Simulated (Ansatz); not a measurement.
## Frequency calculation, with input and output: CH5Ga

The run: frequency calculation of CH5Ga. Method and program: RKS PBE-D4/def2-SVP (Ansatz 0.2.0).

It belongs to a series of runs on one base structure; here: vibrations at the highest image of the band. Figures and captions count atoms from 1; the log counts them from 0 in places.

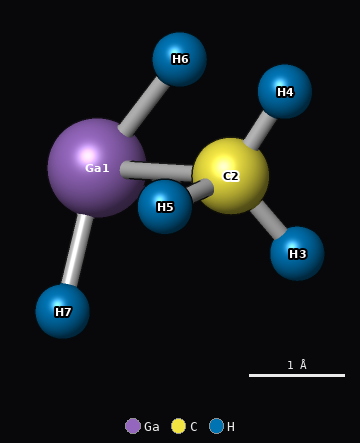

The structure as given in the input (ball-and-stick view, seen at a tilt; atoms are numbered from 1 in the order of the input). Sticks mark near contacts. Bond lengths as drawn: C–Ga 2.34 Å, C–H 1.11 Å and Ga–H 1.56 to 1.57 Å.

## The input
```yaml
crystal:
  periodic: [false, false, false]
  atoms:
    - { symbol: Ga, position_ang: [0.391193, -0.053511, -0.538075] }
    - { symbol: C, position_ang: [1.177885, -0.016608, 1.668088] }
    - { symbol: H, position_ang: [0.448421, -0.670808, 2.187337] }
    - { symbol: H, position_ang: [2.209314, -0.330877, 1.91535] }
    - { symbol: H, position_ang: [1.027399, 1.044629, 1.952396] }
    - { symbol: H, position_ang: [1.800255, -0.456397, -0.010116] }
    - { symbol: H, position_ang: [-0.997067, 0.483572, -0.037281] }
basis:
  gaussian: { orbitals: def2-SVP }
hamiltonian:
  xc: pbe
  dispersion: d4
phonons: {}
```

Run on 1 thread of Intel Xeon (Sapphire Rapids), 32 GiB of memory available, shared host.

Launch command:
```bash
ansatz run input.yaml --threads 1 --pin off --max-ram 2048MiB --backend cpu --events-out ev --progress --plain --runs-dir out
```

## Log
```
Engine: ansatz 0.2.0, x86_64-unknown-linux-gnu
Functional definition: PBE
  parameter kappa = 0.804
  parameter beta = 0.06672455060314922
  exchange = pbe_x(kappa = kappa, mu = beta*pi^2/3)
  correlation = pbe_c(beta = beta)
803 factors; their error is unknown
mean field evaluation 1: about -53463.7899 eV, gradient 6.8e1 eV
mean field evaluation 2: about -53376.2442 eV, gradient 1.4e2 eV
mean field evaluation 4: about -53474.0603 eV, gradient 2.1e1 eV
mean field evaluation 8: about -53476.2526 eV, gradient 2.8e-1 eV
mean field evaluation 16: about -53476.2219 eV, gradient 2.6e-5 eV
mean field -53476.22186483 eV, -1965.2149060473 hartree, gradient 2.6e-5 eV, S^2 0.000000; 0 other end points of the search recorded, 0 dependent functions left out
the calculation of the forces begins
reference -53476.22189778 eV, -1965.2149072585 hartree; 21, 21 occupied and 50, 50 virtual orbitals, 803 factors
these checks for a lower state are left out or cut short: stability, starts, cluster_reference, orbital_swaps, neighbouring_geometries, increment
803 factors; their error is unknown
mean field -53476.22180594 eV, -1965.2149038832 hartree, gradient 8.7e-7 eV, S^2 0.000000; 0 other end points of the search recorded, 0 dependent functions left out
[... from here on the field's lines of each further geometry are left out, up to the last ...]
the calculation of the forces begins
reference -53476.22188560 eV, -1965.2149068106 hartree; 21, 21 occupied and 50, 50 virtual orbitals, 803 factors
these checks for a lower state are left out or cut short: stability, starts, cluster_reference, orbital_swaps, neighbouring_geometries, increment
803 factors; their error is unknown
mean field -53476.22186608 eV, -1965.2149060933 hartree, gradient 2.4e-6 eV, S^2 0.000000; 0 other end points of the search recorded, 0 dependent functions left out
the calculation of the forces begins
reference -53476.22189904 eV, -1965.2149073046 hartree; 21, 21 occupied and 50, 50 virtual orbitals, 803 factors
WARN: phonons: modes at or below zero, which the zero-point energy, F, S and C_V leave out: 1, the lowest at -1061.64 cm⁻¹. A minimum has none, and a first-order saddle one
Total energy: -53476.31561214 eV, -1965.2183511977 hartree
Atom 0 at     0.391193    -0.053511    -0.538075 Å, force     0.000436     0.000190     0.000935 eV/Å
Atom 1 at     1.177885    -0.016608     1.668088 Å, force    -0.000023    -0.000086    -0.000013 eV/Å
Atom 2 at     0.448421    -0.670808     2.187337 Å, force     0.000071     0.000135    -0.000056 eV/Å
Atom 3 at     2.209314    -0.330877     1.915350 Å, force    -0.000120     0.000085    -0.000029 eV/Å
Atom 4 at     1.027399     1.044629     1.952396 Å, force    -0.000073    -0.000047     0.000001 eV/Å
Atom 5 at     1.800255    -0.456397    -0.010116 Å, force    -0.000301    -0.000148    -0.000566 eV/Å
Atom 6 at    -0.997067     0.483572    -0.037281 Å, force     0.000010    -0.000129    -0.000272 eV/Å
Dipole moment:    -0.018739     0.018854     0.091628 e Å
Vibrations: -1061.64 172.38 335.46 359.13 483.55 692.14 712.66 1041.40 1350.10 1372.97 1908.49 2024.30 2967.82 3095.65 3102.42 cm⁻¹, zero-point energy 1.216191 eV
```

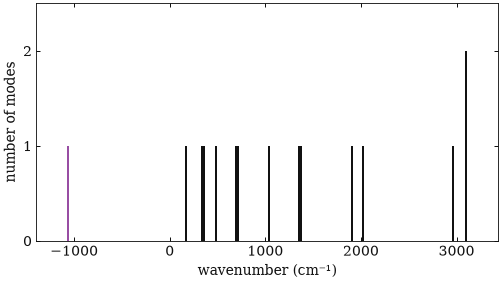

Harmonic vibrational wavenumbers from the force constants; neighbouring modes closer than 19 cm⁻¹ are counted in one stick, and imaginary ones are drawn at negative wavenumbers. 15 modes from 1062i to 3102 cm⁻¹, 1 imaginary beyond 8i (1062i cm⁻¹): a first-order saddle point, if the geometry is stationary.

## Results in brief

- outcome: converged
- total energy: −53476.3156 eV
- mean-field energy: −53476.2219 eV
- largest force (length of the vector): 0.001 eV/Å
- wall time: 27 s
- peak memory: 0.13 GiB
